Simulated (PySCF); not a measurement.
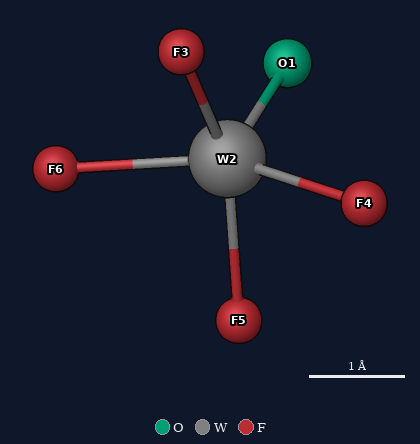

*The input geometry (ball-and-stick view, seen at a tilt; atoms are numbered from 1 in the order of the input). Sticks mark near contacts.*

Single-point calculation, with input and output: WOF₄

- system: WOF₄, SMILES O=[W](F)(F)(F)F
- method: M06-2X/def2-SVP, RKS, core potentials def2-svp (PySCF 2.14.0)

The geometry comes from this level: PBE0-D4/def2-TZVP.

### Log
```
PySCF version 2.14.0

[INPUT] num. atoms = 6
[INPUT] num. electrons = 58
[INPUT] charge = 0
[INPUT] spin (= nelec alpha-beta = 2S) = 0
[INPUT] symmetry False subgroup None
[INPUT] Mole.unit = angstrom
[INPUT] Symbol           X                Y                Z      unit          X                Y                Z       unit  Magmom
[INPUT]  1 O     -1.628740000000  -0.246930000000  -0.471180000000 AA   -3.077872528124  -0.466630071939  -0.890401155373 Bohr   0.0
[INPUT]  2 W     -0.040770000000  -0.006180000000  -0.011790000000 AA   -0.077044134099  -0.011678507450  -0.022279871009 Bohr   0.0
[INPUT]  3 F     -0.123740000000   1.167320000000   1.412930000000 AA   -0.233834710654   2.205915099727   2.670050733182 Bohr   0.0
[INPUT]  4 F      0.534690000000   1.440420000000  -1.006790000000 AA    1.010417661544   2.721999304346  -1.902557364951 Bohr   0.0
[INPUT]  5 F      0.958650000000  -1.040750000000  -1.171390000000 AA    1.811585949314  -1.966732464141  -2.213606285054 Bohr   0.0
[INPUT]  6 F      0.299900000000  -1.313890000000   1.248240000000 AA    0.566728864757  -2.482892257805   2.358831737727 Bohr   0.0

nuclear repulsion = 326.344039029973
number of shells = 42
number of NR pGTOs = 177
number of NR cGTOs = 102
basis = def2-svp
ecp = {'W': 'def2-svp'}

******** <class 'pyscf.dft.rks.RKS'> ********
method = RKS
initial guess = minao
damping factor = 0
level_shift factor = 0
DIIS = <class 'pyscf.scf.diis.CDIIS'>
diis_start_cycle = 1
diis_space = 8
diis_damp = 0
SCF conv_tol = 1e-10
SCF conv_tol_grad = None
SCF max_cycles = 50
direct_scf = True
direct_scf_tol = 1e-13
XC library pyscf.dft.libxc version 7.0.0
    S. Lehtola, C. Steigemann, M. J.T. Oliveira, and M. A.L. Marques.,  SoftwareX 7, 1–5 (2018)
XC functionals = m06-2x
    Y. Zhao and D. G. Truhlar.,  Theor. Chem. Acc. 120, 215 (2008)
    Y. Zhao and D. G. Truhlar.,  Theor. Chem. Acc. 120, 215 (2008)
radial grids:
    Treutler-Ahlrichs [JCP 102, 346 (1995); DOI:10.1063/1.469408] (M4) radial grids

becke partition: Becke, JCP 88, 2547 (1988); DOI:10.1063/1.454033
pruning grids: <function nwchem_prune>
grids dens level: 5
symmetrized grids: False
atomic radii adjust function: <function treutler_atomic_radii_adjust>
small_rho_cutoff = 0
Set gradient conv threshold to 1e-05
Initial guess from minao.
tot grids = 269848
init E= -528.428722822611
  HOMO = -0.701789681041271  LUMO = -0.321978312255634  gap/eV = 10.33519
cycle= 1 E= -540.794353799755  delta_E= -12.4  |g|=  1.6  |ddm|= 7.27
  HOMO = -0.397332442198889  LUMO = -0.280928624100198  gap/eV = 3.16751
cycle= 2 E= -538.392382544116  delta_E=  2.4  |g|= 3.91  |ddm|= 3.65
  HOMO = -0.458121469126045  LUMO = -0.0935141163485191  gap/eV = 9.92147
cycle= 3 E= -541.184053351442  delta_E= -2.79  |g|= 0.642  |ddm|= 2.84
  HOMO = -0.469384950065848  LUMO = -0.114481077482768  gap/eV = 9.65743
cycle= 4 E= -541.253470145775  delta_E= -0.0694  |g|= 0.203  |ddm|= 0.538
  HOMO = -0.501068989660299  LUMO = -0.12376532120399  gap/eV = 10.26696
cycle= 5 E= -541.260916539713  delta_E= -0.00745  |g|= 0.029  |ddm|= 0.156
  HOMO = -0.494180148500134  LUMO = -0.114162351334262  gap/eV = 10.34081
cycle= 6 E= -541.261104591915  delta_E= -0.000188  |g|= 0.00638  |ddm|= 0.0362
  HOMO = -0.495136872303107  LUMO = -0.115011429995828  gap/eV = 10.34374
cycle= 7 E= -541.261114429388  delta_E= -9.84e-06  |g|= 0.00128  |ddm|= 0.00694
  HOMO = -0.495049996587995  LUMO = -0.115038848265772  gap/eV = 10.34063
cycle= 8 E= -541.261115013767  delta_E= -5.84e-07  |g|= 0.00041  |ddm|= 0.00176
  HOMO = -0.495026758649279  LUMO = -0.115054124986219  gap/eV = 10.33958
cycle= 9 E= -541.261115073061  delta_E= -5.93e-08  |g|= 7.87e-05  |ddm|= 0.000605
  HOMO = -0.495019099745525  LUMO = -0.115039870720931  gap/eV = 10.33976
cycle= 10 E= -541.261115075463  delta_E= -2.4e-09  |g|= 2.12e-05  |ddm|= 0.000119
  HOMO = -0.495019928819131  LUMO = -0.115039850619972  gap/eV = 10.33978
cycle= 11 E= -541.261115075561  delta_E= -9.86e-11  |g|= 1.76e-05  |ddm|= 3.35e-05
  HOMO = -0.495019543423104  LUMO = -0.115040093005987  gap/eV = 10.33977
cycle= 12 E= -541.261115075616  delta_E= -5.47e-11  |g|= 3.38e-06  |ddm|= 1.25e-05
  HOMO = -0.495019252333789  LUMO = -0.115039817734349  gap/eV = 10.33977
```

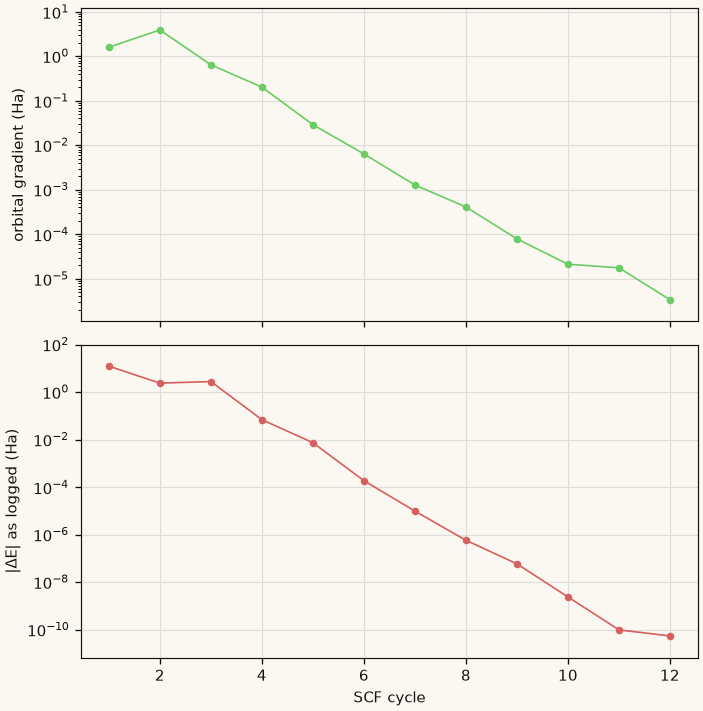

*Convergence of the self-consistent field: orbital gradient and size of the energy change against the SCF cycle.*

The residual comes down, with one marked jump up, by a factor of about 2.5, at step 2.

```
Extra cycle  E= -541.261115075615  delta_E= 7.96e-13  |g|= 4.5e-06  |ddm|= 5.46e-06
converged SCF energy = -541.261115075615
E(M06-2X) = -541.261115076
```

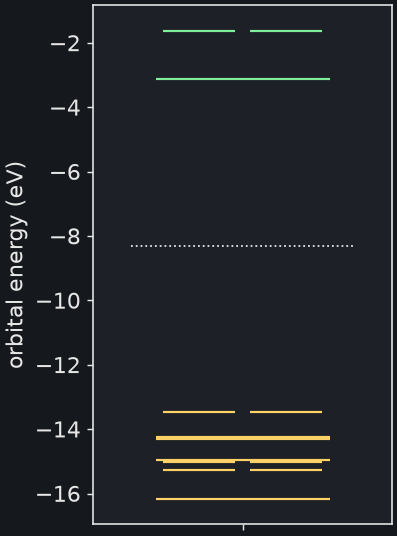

*Orbital energies near the frontier; the dotted line parts filled from empty levels, and levels within 0.02 eV of each other stand side by side.*

Highest filled −13.47 eV, lowest empty −3.13 eV, 10.34 eV apart.

This output came from the following input.

### Input (job.py)
```python
# O=[W](F)(F)(F)F
from pyscf import gto, dft

mol = gto.Mole()
mol.atom = [
    ('O', (-1.628740, -0.246930, -0.471180)),
    ('W', (-0.040770, -0.006180, -0.011790)),
    ('F', (-0.123740, 1.167320, 1.412930)),
    ('F', (0.534690, 1.440420, -1.006790)),
    ('F', (0.958650, -1.040750, -1.171390)),
    ('F', (0.299900, -1.313890, 1.248240)),
]
mol.verbose = 4
mol.max_memory = 1860
mol.spin = 0
mol.basis = 'def2-svp'
mol.ecp = {'W': 'def2-svp'}
mol.build()

myscf = dft.RKS(mol)
myscf.xc = 'm06-2x'
myscf.grids.level = 5
myscf.conv_tol = 1e-10
myscf.kernel()
if not myscf.converged:
    myscf = myscf.newton().run(myscf.mo_coeff, myscf.mo_occ)

e_tot = myscf.e_tot
print('E(%s) = %.9f' % ('M06-2X', e_tot))
```

Command:
```bash
OMP_NUM_THREADS=1 python job.py
```

### Results in brief

```json
{"quantity": "outcome", "value": "converged"}
{"quantity": "total energy", "value": "−541.261115 hartree"}
{"quantity": "basis functions", "value": "102"}
{"quantity": "HOMO", "value": "−13.47 eV"}
{"quantity": "LUMO", "value": "−3.13 eV"}
{"quantity": "dipole moment", "value": "0.27 D"}
{"quantity": "hardware", "value": "1 thread of Arm Neoverse V1, 112 GiB of memory available, shared host"}
{"quantity": "wall time", "value": "65 s"}
{"quantity": "peak memory", "value": "0.54 GiB"}
```
